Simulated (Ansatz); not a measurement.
# C2H7Al (built from SMILES C[CH2][AlH2]): search for a transition state

Aim: find the saddle point of a 1,1-elimination that is to form C2–H4 and break Al1–C2, Al1–H4, prove it by its vibrations, and relax downhill on both sides to see what it joins.

Method: PBE0-D4, def2-SVP first, then def2-TZVP; program: Ansatz 0.2.0, Gaussian basis.

## Step 1: Starting geometry

The guess: 10 atoms, charge 0, spin multiplicity 1.

Atoms are counted from 1 here; the program's logs count them from 0.

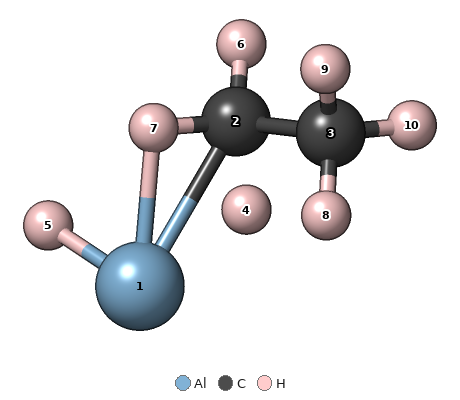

The starting geometry (aluminium light blue, carbon dark grey, hydrogen pink); atoms are numbered from 1 in the order of the file.

Coordinates:

```xyz
10
charge 0, multiplicity 1
Al   -1.8063    0.7264    0.4761
C     0.3062    0.3038   -0.3322
C     0.6198   -1.0059    0.3352
H    -0.8019    0.0829   -1.1339
H    -1.5560    2.1799   -0.2895
H     1.1119    0.6368   -0.9838
H     0.0525    1.0917    0.3822
H    -0.2553   -1.3465    0.9076
H     1.4498   -0.8981    1.0321
H     0.8793   -1.7710   -0.3938
```

Distances that are to change: C2–H4 1.39 Å, Al1–C2 2.30 Å, Al1–H4 2.00 Å.

## Step 2: Relaxing the guess with the reacting distances held

File hold/in.yaml:

```yaml
crystal:
  periodic: [false, false, false]
  atoms:
    - {symbol: Al, position_ang: [-1.806300, 0.726400, 0.476100]}
    - {symbol: C, position_ang: [0.306200, 0.303800, -0.332200]}
    - {symbol: C, position_ang: [0.619800, -1.005900, 0.335200]}
    - {symbol: H, position_ang: [-0.801900, 0.082900, -1.133900]}
    - {symbol: H, position_ang: [-1.556000, 2.179900, -0.289500]}
    - {symbol: H, position_ang: [1.111900, 0.636800, -0.983800]}
    - {symbol: H, position_ang: [0.052500, 1.091700, 0.382200]}
    - {symbol: H, position_ang: [-0.255300, -1.346500, 0.907600]}
    - {symbol: H, position_ang: [1.449800, -0.898100, 1.032100]}
    - {symbol: H, position_ang: [0.879300, -1.771000, -0.393800]}
basis:
  gaussian: {orbitals: def2-SVP}
hamiltonian: {xc: pbe0, dispersion: d4}
relax: {f_tol: 0.08, max_steps: 120, escape_saddle: false, constraints: [{distance: [1, 3]}, {distance: [0, 1]}, {distance: [0, 3]}]}
```

Launch:

```
ansatz run in.yaml --threads 2 --pin off --events-out ev --progress --plain --max-ram 4352MiB
```

Standard output:

```text
Functional definition: PBE0
  name "PBE0"
  cite "Adamo & Barone, J. Chem. Phys. 110, 6158 (1999) doi:10.1063/1.478522"
  cite "Perdew, Burke & Ernzerhof, Phys. Rev. Lett. 77, 3865 (1996) doi:10.1103/PhysRevLett.77.3865"
  parent pbe
  parameter a = 0.25
  parameter kappa = 0.804
  parameter beta = 0.06672455060314922
  exchange = (1 - a)*pbe_x(kappa = kappa, mu = beta*pi^2/3) + a*exact_x
  correlation = pbe_c(beta = beta)
889 factors; integrals over basis functions are off by at most 3.8e-4 eV
mean field evaluation 1: about -8767.9622 eV, gradient 4.2e1 eV
mean field evaluation 2: about -8765.7508 eV, gradient 5.0e1 eV
mean field evaluation 4: about -8772.7657 eV, gradient 1.7e0 eV
mean field evaluation 8: about -8772.7714 eV, gradient 4.6e-2 eV
mean field -8772.77141423 eV, -322.3934030748 hartree, gradient 6.2e-5 eV, S^2 0.000000; 0 other end points of the search recorded, 0 dependent functions left out
the calculation of the forces begins
reference -8772.77144327 eV, -322.3934041423 hartree; 16, 16 occupied and 65, 65 virtual orbitals, 889 factors
relax step   1: F+E_penalty+E_count = -8772.90026154 eV  Δ(F+E_penalty+E_count) = +0.000e0 eV  max|allowed force component| = 1.190e0 eV/Å  Δτ_max = 0.0000 Å  (24 SCF iters, accepted)
  distance C 1 - H 3 held at 1.385426 Å   reaction = +3.9715e0 eV/Å
  distance Al 0 - C 1 held at 2.300999 Å   reaction = -1.3529e0 eV/Å
  distance Al 0 - H 3 held at 2.003749 Å   reaction = -1.3372e-1 eV/Å
these checks for a lower state are left out or cut short: starts, cluster_reference, orbital_swaps, neighbouring_geometries, increment
889 factors; integrals over basis functions are off by at most 3.8e-4 eV
mean field evaluation 16: about -8772.8061 eV, gradient 5.5e0 eV
mean field -8772.88014214 eV, -322.3973987520 hartree, gradient 8.4e-5 eV, S^2 0.000000; 0 other end points of the search recorded, 0 dependent functions left out
the calculation of the forces begins
reference -8772.88017169 eV, -322.3973998380 hartree; 16, 16 occupied and 65, 65 virtual orbitals, 889 factors
relax step   2: F+E_penalty+E_count = -8773.00951212 eV  Δ(F+E_penalty+E_count) = -1.093e-1 eV  max|allowed force component| = 4.157e-1 eV/Å  Δτ_max = 0.1950 Å  (24 SCF iters, accepted)
  distance C 1 - H 3 held at 1.385426 Å   reaction = +3.9883e0 eV/Å
  distance Al 0 - C 1 held at 2.300999 Å   reaction = -1.9240e0 eV/Å
  distance Al 0 - H 3 held at 2.003749 Å   reaction = +1.7773e-2 eV/Å
these checks for a lower state are left out or cut short: starts, cluster_reference, orbital_swaps, neighbouring_geometries, increment
889 factors; integrals over basis functions are off by at most 3.6e-4 eV
mean field -8772.89849965 eV, -322.3980733778 hartree, gradient 3.3e-5 eV, S^2 0.000000; 0 other end points of the search recorded, 0 dependent functions left out
the calculation of the forces begins
reference -8772.89852912 eV, -322.3980744611 hartree; 16, 16 occupied and 65, 65 virtual orbitals, 889 factors
relax step   3: F+E_penalty+E_count = -8773.03042115 eV  Δ(F+E_penalty+E_count) = -2.091e-2 eV  max|allowed force component| = 1.952e-1 eV/Å  Δτ_max = 0.0609 Å  (24 SCF iters, accepted)
  distance C 1 - H 3 held at 1.385426 Å   reaction = +3.9496e0 eV/Å
  distance Al 0 - C 1 held at 2.300999 Å   reaction = -1.8138e0 eV/Å
  distance Al 0 - H 3 held at 2.003749 Å   reaction = +2.1862e-2 eV/Å
these checks for a lower state are left out or cut short: starts, cluster_reference, orbital_swaps, neighbouring_geometries, increment
889 factors; integrals over basis functions are off by at most 3.6e-4 eV
mean field -8772.90108826 eV, -322.3981685075 hartree, gradient 4.3e-5 eV, S^2 0.000000; 0 other end points of the search recorded, 0 dependent functions left out
the calculation of the forces begins
reference -8772.90111781 eV, -322.3981695937 hartree; 16, 16 occupied and 65, 65 virtual orbitals, 889 factors
relax step   4: F+E_penalty+E_count = -8773.03236418 eV  Δ(F+E_penalty+E_count) = -1.943e-3 eV  max|allowed force component| = 3.469e-1 eV/Å  Δτ_max = 0.0656 Å  (24 SCF iters, accepted)
  distance C 1 - H 3 held at 1.385426 Å   reaction = +3.9592e0 eV/Å
  distance Al 0 - C 1 held at 2.300999 Å   reaction = -1.6915e0 eV/Å
  distance Al 0 - H 3 held at 2.003749 Å   reaction = -1.0707e-2 eV/Å
these checks for a lower state are left out or cut short: starts, cluster_reference, orbital_swaps, neighbouring_geometries, increment
889 factors; integrals over basis functions are off by at most 3.6e-4 eV
mean field evaluation 32: about -8772.9036 eV, gradient 3.7e-3 eV
mean field -8772.90519267 eV, -322.3983193420 hartree, gradient 3.6e-5 eV, S^2 0.000000; 0 other end points of the search recorded, 0 dependent functions left out
the calculation of the forces begins
reference -8772.90522222 eV, -322.3983204279 hartree; 16, 16 occupied and 65, 65 virtual orbitals, 889 factors
relax step   5: F+E_penalty+E_count = -8773.03755953 eV  Δ(F+E_penalty+E_count) = -5.195e-3 eV  max|allowed force component| = 5.779e-2 eV/Å  Δτ_max = 0.0250 Å  (25 SCF iters, accepted)
  distance C 1 - H 3 held at 1.385426 Å   reaction = +3.9346e0 eV/Å
  distance Al 0 - C 1 held at 2.300999 Å   reaction = -1.7270e0 eV/Å
  distance Al 0 - H 3 held at 2.003749 Å   reaction = +1.8251e-2 eV/Å
889 factors; integrals over basis functions are off by at most 3.6e-4 eV
mean field -8772.90519267 eV, -322.3983193420 hartree, gradient 3.6e-5 eV, S^2 0.000000; 1 other end points of the search recorded, 0 dependent functions left out
the calculation of the forces begins
reference -8772.90522222 eV, -322.3983204279 hartree; 16, 16 occupied and 65, 65 virtual orbitals, 889 factors
Total energy: -8773.03758908 eV, -322.4031848201 hartree
Atom 0 at    -1.879108     0.810234     0.392804 Å, force    -1.597484     0.402846     0.497695 eV/Å
Atom 1 at     0.250722     0.257512    -0.280187 Å, force    -1.429603    -0.825914    -2.971716 eV/Å
Atom 2 at     0.641827    -1.052366     0.352466 Å, force     0.017973    -0.057791     0.018082 eV/Å
Atom 3 at    -0.815775     0.101640    -1.150643 Å, force     3.021027     0.454433     2.495008 eV/Å
Atom 4 at    -1.563021     2.287179    -0.311616 Å, force     0.004678     0.016607    -0.012822 eV/Å
Atom 5 at     1.027909     0.638045    -0.967113 Å, force    -0.004182    -0.001828     0.006409 eV/Å
Atom 6 at     0.081198     1.117243     0.399808 Å, force    -0.012377    -0.014051    -0.016241 eV/Å
Atom 7 at    -0.180224    -1.469649     0.954856 Å, force     0.004643     0.006057    -0.006301 eV/Å
Atom 8 at     1.504168    -0.900953     1.020628 Å, force    -0.000492     0.008047    -0.011191 eV/Å
Atom 9 at     0.932304    -1.788885    -0.411003 Å, force    -0.004183     0.011594     0.001076 eV/Å
Dipole moment:     0.711661    -0.242722    -0.223931 e Å
```

Wall time 7 s (2 threads of Arm Neoverse V2, shared host); peak memory 0.15 GiB.

Along the way:

```csv
step,energy from step 1 (eV),largest force component (eV/Å)
1,0.0000,1.1904
2,-0.1093,0.4157
3,-0.1302,0.1952
4,-0.1321,0.3469
5,-0.1373,0.0578
```

Distances of close pairs at the start and the end, largest changes first:

```
  bond  before (Å)  after (Å)  change (Å)
Al1–H7       1.897      1.984      +0.088
 C2–H6       1.088      1.105      +0.016
 C2–H7       1.093      1.109      +0.016
 C3–H9       1.089      1.101      +0.012
C3–H10       1.088      1.100      +0.012
Al1–H5       1.662      1.667      +0.005
 C2–C3       1.503      1.506      +0.003
 C3–H8       1.100      1.101      +0.002
```

## Step 3: A starting Hessian

File hessian/in.yaml:

```yaml
crystal:
  periodic: [false, false, false]
  atoms:
    - {symbol: Al, position_ang: [-1.879108, 0.810234, 0.392804]}
    - {symbol: C, position_ang: [0.250722, 0.257512, -0.280187]}
    - {symbol: C, position_ang: [0.641827, -1.052366, 0.352466]}
    - {symbol: H, position_ang: [-0.815775, 0.101640, -1.150643]}
    - {symbol: H, position_ang: [-1.563021, 2.287179, -0.311616]}
    - {symbol: H, position_ang: [1.027909, 0.638045, -0.967113]}
    - {symbol: H, position_ang: [0.081198, 1.117243, 0.399808]}
    - {symbol: H, position_ang: [-0.180224, -1.469649, 0.954856]}
    - {symbol: H, position_ang: [1.504168, -0.900953, 1.020628]}
    - {symbol: H, position_ang: [0.932304, -1.788885, -0.411003]}
basis:
  gaussian: {orbitals: def2-SVP}
hamiltonian: {xc: pbe0, dispersion: d4}
phonons: {}
scf: {lower_state_search: off}
```

Launch:

```
ansatz run in.yaml --threads 2 --pin off --events-out ev --progress --plain --max-ram 4352MiB
```

Standard output, shortened:

```text
Functional definition: PBE0
  name "PBE0"
  cite "Adamo & Barone, J. Chem. Phys. 110, 6158 (1999) doi:10.1063/1.478522"
  cite "Perdew, Burke & Ernzerhof, Phys. Rev. Lett. 77, 3865 (1996) doi:10.1103/PhysRevLett.77.3865"
  parent pbe
[...]
890 factors; integrals over basis functions are off by at most 3.6e-4 eV
[...]
mean field -8772.90520098 eV, -322.3983196473 hartree, gradient 9.4e-6 eV, S^2 0.000000; 0 other end points of the search recorded, 0 dependent functions left out
[...]
reference -8772.90523041 eV, -322.3983207289 hartree; 16, 16 occupied and 65, 65 virtual orbitals, 890 factors
[... from here to the last solve, the lines of the solves are left out (59 solves) ...]
890 factors; integrals over basis functions are off by at most 3.6e-4 eV
[...]
Atom 4 at    -1.563021     2.287179    -0.311616 Å, force     0.004740     0.016543    -0.012826 eV/Å
Atom 5 at     1.027909     0.638045    -0.967113 Å, force    -0.004206    -0.001825     0.006403 eV/Å
Atom 6 at     0.081198     1.117243     0.399808 Å, force    -0.012355    -0.014065    -0.016220 eV/Å
Atom 7 at    -0.180224    -1.469649     0.954856 Å, force     0.004643     0.006055    -0.006278 eV/Å
Atom 8 at     1.504168    -0.900953     1.020628 Å, force    -0.000494     0.008055    -0.011202 eV/Å
Atom 9 at     0.932304    -1.788885    -0.411003 Å, force    -0.004165     0.011572     0.001073 eV/Å
Dipole moment:     0.711659    -0.242718    -0.223932 e Å
Vibrations: 155.41 230.99 272.93 382.64 679.50 720.77 799.28 912.99 1011.83 1051.94 1162.12 1237.33 1315.42 1400.33 1452.59 1468.45 1501.10 1531.81 1644.14 3022.03 3055.38 3091.59 3150.48 3166.18 cm⁻¹, zero-point energy 2.133597 eV
Checks for a lower state left out: stability, starts, cluster_reference, orbital_swaps, neighbouring_geometries, increment
```

Wall time 48 s (2 threads of Arm Neoverse V2, shared host); peak memory 0.13 GiB.

The structure is not stationary yet, so these wavenumbers are no spectrum; the search needs only the force constants.

## Step 4: Saddle search in the small basis

The search itself is an outer loop (partitioned rational-function steps, Bofill update of the Hessian). Each step is one single-point run with forces. It stops when the largest force is under 0.03 eV/Å and the followed curvature is negative. The first step's input:

File presaddle/in.yaml:

```yaml
crystal:
  periodic: [false, false, false]
  atoms:
    - {symbol: Al, position_ang: [-1.879108, 0.810234, 0.392804]}
    - {symbol: C, position_ang: [0.250722, 0.257512, -0.280187]}
    - {symbol: C, position_ang: [0.641827, -1.052366, 0.352466]}
    - {symbol: H, position_ang: [-0.815775, 0.101640, -1.150643]}
    - {symbol: H, position_ang: [-1.563021, 2.287179, -0.311616]}
    - {symbol: H, position_ang: [1.027909, 0.638045, -0.967113]}
    - {symbol: H, position_ang: [0.081198, 1.117243, 0.399808]}
    - {symbol: H, position_ang: [-0.180224, -1.469649, 0.954856]}
    - {symbol: H, position_ang: [1.504168, -0.900953, 1.020628]}
    - {symbol: H, position_ang: [0.932304, -1.788885, -0.411003]}
basis:
  gaussian: {orbitals: def2-SVP}
hamiltonian: {xc: pbe0, dispersion: d4}
output: {forces: true}
scf: {lower_state_search: off}
```

Launch:

```
ansatz run in.yaml --threads 2 --pin off --events-out ev --progress --plain --max-ram 4352MiB
```

Step by step:

```
step  energy (eV)  largest force (eV/Å)  followed curvature (eV/Å²)
   1  -8773.03760                3.0210                        4.80
   2  -8772.26947                3.2288                       -0.03
   3  -8772.71056                3.2274                        0.09
   4  -8773.77349                3.0293                       -3.99
   5  -8774.03745                1.0350                       -6.04
   6  -8774.12298                0.8482                       -6.46
   7  -8774.14643                0.5861                       -7.55
   8  -8774.15368                0.2673                       -7.59
   9  -8774.15378                0.2711                       -7.54
  10  -8774.16093                0.1849                       -7.56
  11  -8774.15890                0.2656                       -7.50
  14  -8774.16869                0.1436                       -7.50
  17  -8774.17113                0.0554                       -7.33
  20  -8774.16999                0.0734                       -6.68
  23  -8774.17194                0.0479                       -4.69
  26  -8774.17171                0.0631                       -2.92
  29  -8774.17116                0.0950                       -1.45
  32  -8774.16986                0.2063                       -0.41
  35  -8774.16864                0.1277                       -0.48
  38  -8774.16906                0.0822                       -0.69
  41  -8774.16720                0.1573                       -0.04
  44  -8774.16781                0.1180                       -0.42
  47  -8774.16579                0.2016                        0.03
  50  -8774.16410                0.0502                       -0.13
  53  -8774.16311                0.1254                       -0.14
  54  -8774.16162                0.1877                        0.01
  55  -8774.16033                0.2168                       -0.02
  56  -8774.16088                0.1231                       -0.78
  57  -8774.16164                0.0938                       -0.79
  58  -8774.16267                0.0552                       -0.81
  59  -8774.16376                0.0320                       -0.83
  60  -8774.16375                0.0981                       -0.83
```

The 60 steps took 49 s in all (2 threads of Arm Neoverse V2, shared host).

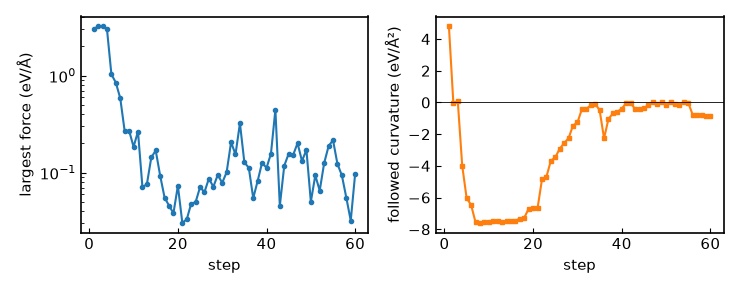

Largest force and followed curvature during the search.

## Step 5: Results

| quantity | value |
| --- | --- |
| search | not converged after 60 steps |
| last largest force | 0.098 eV/Å |
| last followed curvature | -0.83 eV/Å² |

No saddle point was found from this guess, so no barrier can be given. The curvature is negative, but the forces are still above the tolerance.
